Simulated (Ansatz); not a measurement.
# The perfect Sn wire along [110], 6 atoms a period, H-terminated

Wanted: the relaxed geometry and the bands of the Sn wire along [110], 6 atoms a period, H-terminated.

Method: DFT PBE, plane waves, PAW; relaxation of a wire's period; PAW set soft_1, in the first sound run; inputs show where later runs differ, in Ansatz 0.2.0.

### 1. Set-up

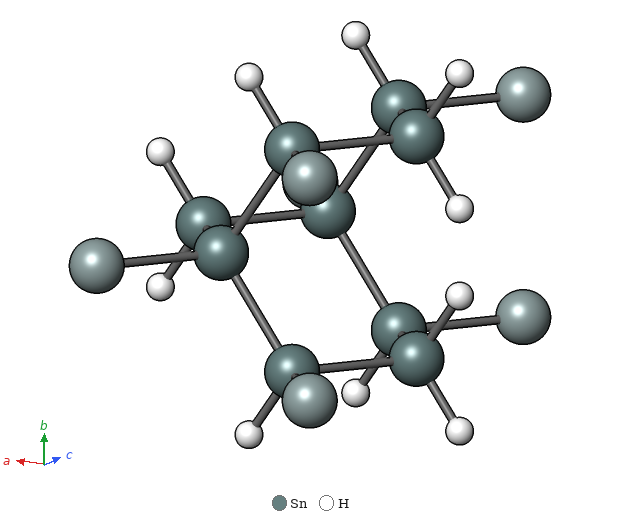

The starting structure, seen at a slant to the c axis (tin teal, hydrogen white). Some periodic images of atoms are drawn too.

The cell holds 14 atoms: 6 Sn and 8 H. Its edges and angles: a = 13.808 Å, b = 14.360 Å, c = 4.702 Å, α = 90.0°, β = 90.0°, γ = 90.0°. Vacuum lies along a and b. The structure's axis is c.

### 2. The relaxed wire

Band widths follow the bond lengths, so the wire is relaxed first. The atoms and the third cell vector are free; the box across stays fixed as vacuum. A Fermi-Dirac smearing is set since the result may be a metal. The pressure printed is a third of the stress's trace over the whole box, vacuum included; only the stress along the axis is relaxed.

The input, input.yaml:

```yaml
crystal:
  lattice:
    - [13.808, 0.0, 0.0]
    - [0.0, 14.36, 0.0]
    - [0.0, 0.0, 4.7022600949]
  atoms:
    - { symbol: Sn, position: [0.439807573, 0.663727654, 0.0] }
    - { symbol: H, position: [0.512979863, 0.763231067, 0.0] }
    - { symbol: Sn, position: [0.56020879, 0.499999935, 0.0] }
    - { symbol: H, position: [0.246234067, 0.236768802, 0.5] }
    - { symbol: H, position: [0.246234067, 0.435775629, 0.5] }
    - { symbol: H, position: [0.246234067, 0.763231067, 0.5] }
    - { symbol: H, position: [0.246234067, 0.564224241, 0.5] }
    - { symbol: Sn, position: [0.319406357, 0.336272216, 0.5] }
    - { symbol: Sn, position: [0.319406357, 0.663727654, 0.5] }
    - { symbol: Sn, position: [0.680610007, 0.499999935, 0.5] }
    - { symbol: H, position: [0.753782296, 0.400496521, 0.5] }
    - { symbol: H, position: [0.753782296, 0.599503348, 0.5] }
    - { symbol: Sn, position: [0.439807573, 0.336272216, 0.0] }
    - { symbol: H, position: [0.512979863, 0.236768802, 0.0] }
kpoints:
  mp_grid: { grid: [1, 1, 18] }
scf:
  occupations: { method: fermi_dirac, width: 0.05 }
hamiltonian:
  xc: pbe
  pseudopotentials: { kind: paw, azcp: { folder: soft_1 } }
relax:
  cell: { fix: [a, b, alpha, beta, gamma] }
  max_steps: 45
  f_tol: 0.03
```

The run is started by

```sh
$ ansatz run input.yaml --threads 4 --pin off --max-ram 16384MiB --backend cpu --events-out ev --progress --plain --runs-dir out
```

Numbers of over 12 decimals in the logs are rounded to 6 here.

Log:

```text
Engine: ansatz 0.2.0, aarch64-unknown-linux-gnu
Pseudopotentials: kind: paw
Pseudopotential: Sn, paw, valence charge 14, recommended cutoff 420 eV (normal), soft_1/Sn.paw.azcp
Pseudopotential: H, paw, valence charge 1, recommended cutoff 420 eV (normal), soft_1/H.paw.azcp
Functional definition: PBE
  parameter kappa = 0.804
  parameter beta = 0.066725
  exchange = pbe_x(kappa = kappa, mu = beta*pi^2/3)
  correlation = pbe_c(beta = beta)
Crystal: 14 atoms, lattice volume = 932.378 Å³
Basis set: ecut = 420 eV, 18191 PW (Γ), exchange–correlation on 192×192×64 points (8 copies of the dense FFT grid, shifted against one another)
Bands: 60, of which v1, the nominal top of the filled ones, is band 46 counted from 1 (45 counted from 0)
Symmetry: 4 space group operations
Space group: Pmm2 (ITA 25), of the structure as read, at distance tolerance 9.8e-5 Å
k-points: 10 of 18
Non-local potential: Sn, projectors of the file, l = 0: 2, l = 1: 2, l = 2: 2, l = 3: 1
Non-local potential: H, projectors of the file, l = 0: 2, l = 1: 1
PAW form: soft (Blöchl's): semilocal exchange-correlation on the pseudo side does not see the compensation charge
PAW one-centre angular grid: Sn, 590 points (default); XC on 64 Gauss nodes
PAW one-centre angular grid: H, 110 points (default); XC on 64 Gauss nodes
Initial density: superposition of atomic densities (neutral atoms: chi_scale 0, normalization atom)
Initial wavefunctions: pseudopotential atomic-orbital guess
Functional: x = pbe(κ = 0.804, μ = 0.219515), c = pbe(β = 0.066725)
SCF iter   1: F=—  HF=-36271.452201 eV  |F-HF|=—  |Δ(HF+E_count)|=         —  Δρ=2.74e-2  dr2=7.12e0  ethr=3.10e-3  ⟨swp⟩=8.0  Hψ=2901  notcnv=0  defer=6
preconditioner: auto → Resta (q_TF=auto, 1.855 Å⁻¹)  ε∞=1.7  [insulator: Δε(μ)=1.236 eV  Ē_g=8.245 eV  σ=0.050 eV  W_gap=1.00  n_scr=102 (ndim 8)  ℏωp=6.9 eV  f_vac=0.597  D(μ)=0.00/eV (n_scr^D=0)  ε∞_Penn≈1.7  vacuum switching on, ρ_ref=4.9e-3 e/Å³]
SCF iter   2: F=—  HF=-36269.597062 eV  |F-HF|=—  |Δ(HF+E_count)|=    1.86e0  Δρ=9.91e-3  dr2=1.14e0  ethr=3.10e-3  ⟨swp⟩=3.6  Hψ=975  notcnv=0  defer=72
SCF iter   3: F=—  HF=-36269.332095 eV  |F-HF|=—  |Δ(HF+E_count)|=   2.65e-1  Δρ=2.79e-3  dr2=1.87e-1  ethr=1.24e-3  ⟨swp⟩=3.8  Hψ=907  notcnv=0  defer=72
SCF iter   4: F=—  HF=-36269.301162 eV  |F-HF|=—  |Δ(HF+E_count)|=   3.09e-2  Δρ=9.21e-4  dr2=1.47e-2  ethr=2.03e-4  ⟨swp⟩=4.6  Hψ=1107  notcnv=0  defer=77
SCF iter   5: F=—  HF=-36269.301194 eV  |F-HF|=—  |Δ(HF+E_count)|=   3.18e-5  Δρ=3.50e-4  dr2=1.05e-3  ethr=1.59e-5  ⟨swp⟩=2.3  Hψ=794  notcnv=0  defer=77
SCF iter   6: F=—  HF=-36269.301885 eV  |F-HF|=—  |Δ(HF+E_count)|=   6.90e-4  Δρ=1.06e-4  dr2=2.78e-4  ethr=1.14e-6  ⟨swp⟩=2.0  Hψ=682  notcnv=0  defer=77
SCF iter   7: F=—  HF=-36269.301914 eV  |F-HF|=—  |Δ(HF+E_count)|=   2.92e-5  Δρ=2.73e-5  dr2=1.90e-5  ethr=3.02e-7  ⟨swp⟩=2.0  Hψ=652  notcnv=0  defer=77
SCF iter   8: F=—  HF=-36269.301977 eV  |F-HF|=—  |Δ(HF+E_count)|=   6.30e-5  Δρ=1.08e-5  dr2=1.82e-6  ethr=2.06e-8  ⟨swp⟩=2.0  Hψ=707  notcnv=0  defer=77
SCF iter   9: F=—  HF=-36269.301978 eV  |F-HF|=—  |Δ(HF+E_count)|=   1.70e-6  Δρ=4.34e-6  dr2=2.61e-7  ethr=1.97e-9  ⟨swp⟩=2.0  Hψ=683  notcnv=0  defer=77
SCF iter  10: F=-36269.301979 eV  HF=-36269.301979 eV  |F-HF|=4.58e-8  |Δ(HF+E_count)|=   3.50e-7  Δρ=1.30e-6  dr2=1.88e-8  ethr=1.09e-10  ⟨swp⟩=5.0  Hψ=1996  notcnv=0
SCF 1 converged in 10 iterations: F = -36269.301979 eV  dr2 = 1.88e-8
  greatest PAW one-centre occupation: 0.991 electrons in one spin orbital (limit 2), on the Sn atom at site 9 (counted from 0), in its partial waves of l = 2
relax step   1: F+E_penalty+E_count = -36269.30197889 eV  Δ(F+E_penalty+E_count) = +0.000e0 eV  max|allowed force component| = 2.904e-1 eV/Å  Δτ_max = 0.0000 Å  P = -0.383 GPa  Ω = 932.378 Å³  fix = [a, b, alpha, beta, gamma]  reactions: a -0.473, b -0.391 GPa  (10 SCF iters, dr2 threshold 1.00e-7 eV, accepted)
Crystal: 14 atoms, lattice volume = 929.772 Å³
Basis set: ecut = 420 eV, 18127 PW (Γ), exchange–correlation on 192×192×64 points (8 copies of the dense FFT grid, shifted against one another)
Initial density: handed on by an earlier stage of this run
Initial wavefunctions: those handed on with the density
iter 1 solved again at ethr=3.31e-4 eV; its pass at ethr=3.10e-3 eV (dr2=3.04e-1 eV) is discarded
SCF iter   1: F=—  HF=-36269.308243 eV  |F-HF|=—  |Δ(HF+E_count)|=         —  Δρ=6.38e-3  dr2=3.07e-1  ethr=3.31e-4  ⟨swp⟩=3.2  Hψ=3065  notcnv=0
preconditioner: auto → Resta (q_TF=auto, 1.855 Å⁻¹)  ε∞=1.7  [insulator: Δε(μ)=1.585 eV  Ē_g=8.127 eV  σ=0.050 eV  W_gap=1.00  n_scr=102 (ndim 8)  ℏωp=6.9 eV  f_vac=0.656  D(μ)=0.00/eV (n_scr^D=0)  ε∞_Penn≈1.7  vacuum switching on, ρ_ref=4.8e-3 e/Å³]
SCF iter   2: F=—  HF=-36269.252461 eV  |F-HF|=—  |Δ(HF+E_count)|=   5.58e-2  Δρ=3.29e-3  dr2=6.64e-2  ethr=3.31e-4  ⟨swp⟩=4.2  Hψ=954  notcnv=0
SCF iter   3: F=—  HF=-36269.249827 eV  |F-HF|=—  |Δ(HF+E_count)|=   2.63e-3  Δρ=6.22e-4  dr2=1.75e-2  ethr=7.22e-5  ⟨swp⟩=4.5  Hψ=987  notcnv=0
SCF iter   4: F=—  HF=-36269.246300 eV  |F-HF|=—  |Δ(HF+E_count)|=   3.53e-3  Δρ=1.96e-4  dr2=5.24e-4  ethr=1.90e-5  ⟨swp⟩=2.2  Hψ=748  notcnv=0  defer=29
SCF iter   5: F=—  HF=-36269.246408 eV  |F-HF|=—  |Δ(HF+E_count)|=   1.08e-4  Δρ=5.52e-5  dr2=3.26e-5  ethr=5.70e-7  ⟨swp⟩=3.0  Hψ=992  notcnv=0  defer=29
SCF iter   6: F=—  HF=-36269.246424 eV  |F-HF|=—  |Δ(HF+E_count)|=   1.64e-5  Δρ=1.96e-5  dr2=7.85e-6  ethr=3.54e-8  ⟨swp⟩=3.0  Hψ=1049  notcnv=0  defer=29
SCF iter   7: F=-36269.246424 eV  HF=-36269.246424 eV  |F-HF|=5.45e-7  |Δ(HF+E_count)|=   6.90e-8  Δρ=6.34e-6  dr2=9.14e-7  ethr=1.52e-9  ⟨swp⟩=3.7  Hψ=2650  notcnv=0
SCF 2 converged in 7 iterations: F = -36269.246424 eV  dr2 = 9.14e-7
  greatest PAW one-centre occupation: 0.990 electrons in one spin orbital (limit 2), on the Sn atom at site 9 (counted from 0), in its partial waves of l = 2
relax step   2: F+E_penalty+E_count = -36269.24642394 eV  Δ(F+E_penalty+E_count) = +5.555e-2 eV  max|allowed force component| = 8.596e-1 eV/Å  Δτ_max = 0.1947 Å  P = +0.332 GPa  Ω = 929.772 Å³  energy of the carried Pulay correction = +2.343e-4 eV  fix = [a, b, alpha, beta, gamma]  (7 SCF iters, dr2 threshold 1.40e-6 eV, rejected (line search))
Crystal: 14 atoms, lattice volume = 931.783 Å³
Basis set: ecut = 420 eV, 18175 PW (Γ), exchange–correlation on 192×192×64 points (8 copies of the dense FFT grid, shifted against one another)
iter 1 solved again at ethr=1.45e-4 eV; its pass at ethr=3.10e-3 eV (dr2=1.33e-1 eV) is discarded
[...]
relax step   4: F+E_penalty+E_count = -36269.42730379 eV  Δ(F+E_penalty+E_count) = -2.055e-2 eV  max|allowed force component| = 7.095e-2 eV/Å  Δτ_max = 0.0810 Å  P = -0.008 GPa  Ω = 932.447 Å³  energy of the carried Pulay correction = -6.264e-6 eV  fix = [a, b, alpha, beta, gamma]  reactions: a -0.023, b -0.008 GPa  (6 SCF iters, dr2 threshold 7.66e-7 eV, accepted)
[...]
relax step   5: F+E_penalty+E_count = -36269.44098256 eV  Δ(F+E_penalty+E_count) = -1.368e-2 eV  max|allowed force component| = 7.676e-2 eV/Å  Δτ_max = 0.0901 Å  P = +0.029 GPa  Ω = 933.170 Å³  energy of the carried Pulay correction = -7.108e-5 eV  fix = [a, b, alpha, beta, gamma]  reactions: a +0.029, b +0.027 GPa  (7 SCF iters, dr2 threshold 3.15e-7 eV, accepted)
[...]
relax step   6: F+E_penalty+E_count = -36269.44961881 eV  Δ(F+E_penalty+E_count) = -8.636e-3 eV  max|allowed force component| = 3.668e-2 eV/Å  Δτ_max = 0.1280 Å  P = -0.009 GPa  Ω = 933.489 Å³  energy of the carried Pulay correction = -9.977e-5 eV  fix = [a, b, alpha, beta, gamma]  reactions: a -0.002, b -0.028 GPa  (7 SCF iters, dr2 threshold 3.68e-7 eV, accepted)
[...]
relax step   7: F+E_penalty+E_count = -36269.45167164 eV  Δ(F+E_penalty+E_count) = -2.053e-3 eV  max|allowed force component| = 9.355e-3 eV/Å  Δτ_max = 0.0410 Å  P = +0.002 GPa  Ω = 933.057 Å³  energy of the carried Pulay correction = -6.101e-5 eV  fix = [a, b, alpha, beta, gamma]  reactions: a -0.002, b +0.006 GPa  (7 SCF iters, dr2 threshold 8.41e-8 eV, accepted)
[...]
relax step   8: F+E_penalty+E_count = -36269.45243728 eV  Δ(F+E_penalty+E_count) = -7.656e-4 eV  max|allowed force component| = 3.504e-2 eV/Å  Δτ_max = 0.0794 Å  P = -0.010 GPa  Ω = 932.973 Å³  energy of the carried Pulay correction = -5.343e-5 eV  fix = [a, b, alpha, beta, gamma]  reactions: a -0.017, b -0.011 GPa  (10 SCF iters, accepted)
[...]
relax step   9: F+E_penalty+E_count = -36269.45255775 eV  Δ(F+E_penalty+E_count) = -1.205e-4 eV  max|allowed force component| = 2.156e-2 eV/Å  Δτ_max = 0.0193 Å  P = -0.007 GPa  Ω = 933.080 Å³  energy of the carried Pulay correction = -6.303e-5 eV  fix = [a, b, alpha, beta, gamma]  reactions: a -0.002, b -0.017 GPa  (6 SCF iters, dr2 threshold 7.67e-8 eV, accepted)
Initial wavefunctions: pseudopotential atomic-orbital guess (no wavefunctions were taken with the density)
iter 1 solved again at ethr=7.08e-7 eV; its pass at ethr=3.10e-3 eV (dr2=6.52e-4 eV) is discarded
SCF iter   1: F=—  HF=-36269.452067 eV  |F-HF|=—  |Δ(HF+E_count)|=         —  Δρ=1.53e-5  dr2=7.44e-8  ethr=7.08e-7  ⟨swp⟩=4.2  Hψ=4817  notcnv=0
eigensolver tolerance schedule: the retry pair's looser diagonalisation over-reported the residual by 8760.51 of it (diagonalisation noise at an unbounded share of the residual, at the tolerance the schedule requests for it); recorded, not acted on — ethr = c·dr2/N_el stays at c = 1.0e-1
preconditioner: auto → Resta (q_TF=auto, 1.854 Å⁻¹)  ε∞=1.7  [insulator: Δε(μ)=1.565 eV  Ē_g=8.006 eV  σ=0.050 eV  W_gap=1.00  n_scr=102 (ndim 8)  ℏωp=6.9 eV  f_vac=0.647  D(μ)=0.00/eV (n_scr^D=0)  ε∞_Penn≈1.7  vacuum switching on, ρ_ref=4.6e-3 e/Å³]
SCF iter   2: F=—  HF=-36269.452457 eV  |F-HF|=—  |Δ(HF+E_count)|=   3.90e-4  Δρ=7.68e-6  dr2=2.21e-8  ethr=8.08e-11  ⟨swp⟩=3.8  Hψ=1367  notcnv=0
SCF iter   3: F=—  HF=-36269.452579 eV  |F-HF|=—  |Δ(HF+E_count)|=   1.21e-4  Δρ=3.26e-6  dr2=4.45e-9  ethr=2.40e-11  ⟨swp⟩=4.0  Hψ=1252  notcnv=0
SCF iter   4: F=—  HF=-36269.452614 eV  |F-HF|=—  |Δ(HF+E_count)|=   3.52e-5  Δρ=3.01e-7  dr2=4.28e-10  ethr=4.83e-12  ⟨swp⟩=3.0  Hψ=873  notcnv=0
SCF iter   5: F=-36269.452614 eV  HF=-36269.452614 eV  |F-HF|=4.40e-9  |Δ(HF+E_count)|=   6.98e-7  Δρ=6.02e-8  dr2=7.96e-11  ethr=1.00e-12  ⟨swp⟩=6.0  Hψ=2255  notcnv=0
SCF 10 converged in 5 iterations: F = -36269.452614 eV  dr2 = 7.96e-11
relax step  10: F+E_penalty+E_count = -36269.45261442 eV  Δ(F+E_penalty+E_count) = -5.667e-5 eV  max|allowed force component| = 2.155e-2 eV/Å  Δτ_max = 0.0000 Å  P = -0.006 GPa  Ω = 933.080 Å³  fix = [a, b, alpha, beta, gamma]  reactions: a -0.001, b -0.016 GPa  stress off target by 1.09e-3 GPa on what of the cell is left free  SCF on the basis re-selected at this cell (its energy is not comparable with the rows above)  (5 SCF iters)
basis re-selected at this cell: Δ(F+E_penalty+E_count) = -5.667e-5 eV, ΔP = +0.000 GPa vs the last step (what re-selecting the basis moved, of the pressure what is left beyond the Pulay correction that the steps carried, after the strain that the cell walked since its last selection, with what the two solves' SCF thresholds leave and, on support functions, any second-order correction that the steps lacked; it is no m [...]
SCF converged after 5 iterations
Free energy (F): -36269.452614 eV
Harris-Foulkes:  -36269.452614 eV  (|F-HF|=4.40e-9)
Internal energy: -36269.452614 eV  (E = F + TS)
E sigma→0 (E₀):  -36269.452614 eV
Entropy (-TS):   -0.000000 eV (-0.000 meV/atom)
Fermi energy:    -1.525259 eV
--- Per-component energies (eV) ---
  E_band       = -1574.772503
  E_kinetic    = 1107.897175
  E_local      = -26291.395095  (includes V_loc(G=0)·N_el)
  E_nonlocal   = 874.105511
  E_hartree    = 12627.442991
  E_xc         = -817.829622
  E_vxc        = -562.301813  (∫ρ·V_xc dr)
  E_paw        = -26227.771278  (= ΣΔE_a)
  E_vpaw       = -1957.958916  (= ΣTr[D̂ρ^β])
  E_aug_tail   = -0.005412  (compensation charges beyond the density's cutoff)
  E_ewald      = 2458.103113
  E_smearing   = -0.000000  (= −TS)
  E_closure    = 0.000000  (closes the sum)
  Σ components = -36269.452614   (vs F -36269.452614, Δ=0.00e0)
--- Forces (eV/Å), atoms counted from 1 ---
  atom   1  Sn    -0.00111052     0.00789171    -0.00000000
  atom   2  H     -0.00001295    -0.00097637    -0.00000000
  atom   3  Sn     0.00316091     0.00000000     0.00000000
  atom   4  H     -0.00140964     0.02154518    -0.00000000
  atom   5  H      0.00158769    -0.01879305     0.00000000
  atom   6  H     -0.00140964    -0.02154518    -0.00000000
  atom   7  H      0.00158769     0.01879305     0.00000000
  atom   8  Sn     0.00138139    -0.00046158     0.00000000
  atom   9  Sn     0.00138139     0.00046158     0.00000000
  atom  10  Sn    -0.01036760    -0.00000000    -0.00000000
  atom  11  H      0.00316708     0.00454084     0.00000000
  atom  12  H      0.00316708    -0.00454084     0.00000000
  atom  13  Sn    -0.00111052    -0.00789171    -0.00000000
  atom  14  H     -0.00001295     0.00097637    -0.00000000
  max |Σ_I F_I| component: 5.67e-7 eV/Å
--- Stress (GPa, compression-positive) ---
       -0.001263      -0.000000      -0.000000
       -0.000000      -0.016380      -0.000000
       -0.000000      -0.000000      -0.001091
  P = ⅓ Tr σ = -0.0062 GPa (-0.062 kbar)
--- Relaxed structure (9 steps of the walk, 8 accepted, 1 SCFs on fresh bases) ---
  F+E_penalty+E_count = -36269.45261442 eV   max|allowed force component| = 2.155e-2 eV/Å   (the final SCF, on the basis selected at the relaxed cell)
  cell:  # Å, volume = 933.0798 Å³
    - [13.808, 0, 0]
    - [0, 14.36, 0]
    - [0, 0, 4.705801]
  atoms:
    - { symbol: Sn, position: [0.437696, 0.663990, 0] }
    - { symbol: H, position: [0.519354, 0.756098, -1.2091671547119082e-18] }
    - { symbol: Sn, position: [0.552337, 0.5, 0] }
    - { symbol: H, position: [0.265713, 0.212049, 0.500000] }
    - { symbol: H, position: [0.237390, 0.404289, 0.500000] }
    - { symbol: H, position: [0.265713, 0.787951, 0.500000] }
    - { symbol: H, position: [0.237390, 0.595711, 0.500000] }
    - { symbol: Sn, position: [0.325306, 0.318344, 0.500000] }
    - { symbol: Sn, position: [0.325306, 0.681656, 0.500000] }
    - { symbol: Sn, position: [0.668200, 0.5, 0.500000] }
    - { symbol: H, position: [0.743127, 0.403100, 0.500000] }
    - { symbol: H, position: [0.743127, 0.596900, 0.500000] }
    - { symbol: Sn, position: [0.437696, 0.336010, 0] }
    - { symbol: H, position: [0.519354, 0.243902, 1.2091671547119061e-18] }
```

Run time: 1.7 min. Hardware: 4 threads of Arm Neoverse V1, shared host; peak memory 1.5 GiB.

Step by step:

| step | energy less that of the first step (eV) | largest force component (eV/Å) | pressure (GPa) | volume (Å³) |
| --- | --- | --- | --- | --- |
| 1 | 0.0000 | 0.2904 | -0.38 | 932.38 |
| 2 | 0.0556 | 0.8596 | 0.33 | 929.77 |
| 3 | -0.1048 | 0.1107 | -0.09 | 931.78 |
| 4 | -0.1253 | 0.0710 | -0.01 | 932.45 |
| 5 | -0.1390 | 0.0768 | 0.03 | 933.17 |
| 6 | -0.1476 | 0.0367 | -0.01 | 933.49 |
| 7 | -0.1497 | 0.0094 | 0.00 | 933.06 |
| 8 | -0.1505 | 0.0350 | -0.01 | 932.97 |
| 9 | -0.1506 | 0.0216 | -0.01 | 933.08 |
| 10* | -0.1506 | 0.0215 | -0.01 | 933.08 |

Relaxation steps marked * repeat the geometry before them on a plane-wave basis chosen anew for their cell, so energy and pressure can jump there. Relaxation step 2 was tried and not accepted.

Forces are held to the 4 operations that the run works with; a distortion that breaks them can't arise in this run.

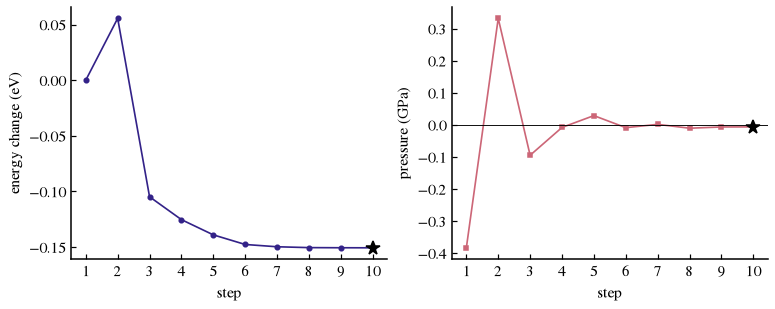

Energy and pressure along the relaxation. Stars mark steps on a basis chosen anew.

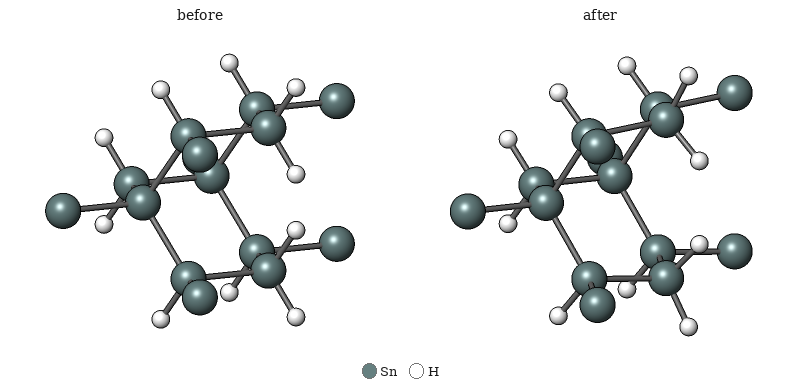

Before and after, at one scale.

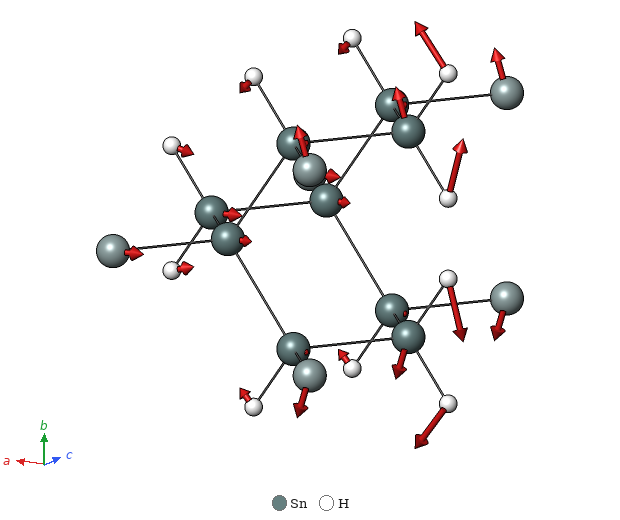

Displacements in the relaxation, exaggerated, measured against the changing cell; the longest in the cell stands for 0.47 Å. Some periodic images of atoms are drawn too.

| cell as run | before | after | change |
| --- | --- | --- | --- |
| c (Å) | 4.702 | 4.706 | +0.1 % |

The atoms that moved most (Å, along periodic axes as changes of fractional coordinates times the final cell, across vacuum about the mean position):

| atom | dx | dy | dz | length |
| --- | --- | --- | --- | --- |
| H5 | -0.122 | -0.452 | 0.000 | 0.468 |
| H7 | -0.122 | 0.452 | 0.000 | 0.468 |
| H6 | 0.269 | 0.355 | 0.000 | 0.445 |
| H4 | 0.269 | -0.355 | 0.000 | 0.445 |
| Sn8 | 0.081 | -0.257 | 0.000 | 0.270 |
| Sn9 | 0.081 | 0.257 | 0.000 | 0.270 |
| Sn10 | -0.171 | 0.000 | 0.000 | 0.171 |
| H11 | -0.147 | 0.037 | 0.000 | 0.152 |

This step gave:

| Property | Result |
| --- | --- |
| cell length along the wire | 4.706 Å |

The cell's length comes to 4.706 Å with spin left out.

(Continued in part 2 of 2.)

[Logs are printed without paths, hosts, clocks, repeated set-up lines and the standing remarks that a program may print on its own settings, such as how far it seeks lower states.]

[Hosts, paths, dates, database ids (printed as entryN), source tags and the programs' standing remarks are cut or masked in the printed files.]
